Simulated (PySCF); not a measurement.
O2, SMILES O=O, triplet at its B3LYP/def2-SVP optimised geometry (Å):

```
2

O     -0.6000     0.0000     0.0000
O      0.6000     0.0000     0.0000
```

Computed with unrestricted B3LYP/def2-TZVP (PySCF). Cells within 0.4 Å of a nucleus heavier than hydrogen are left out (blank, or x).

Map of the log10 of the electron density (e/bohr³), floored at −4 on the plane z = 0.0 Å:

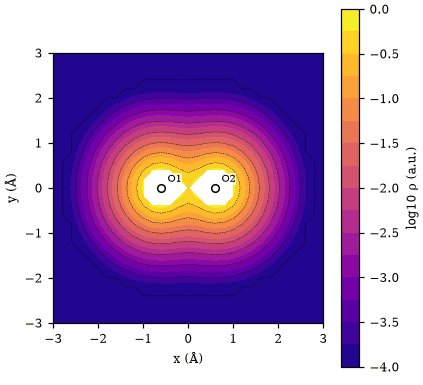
Figure. Log10 of the electron density (e/bohr³), floored at −4 on the plane z = 0.0 Å.
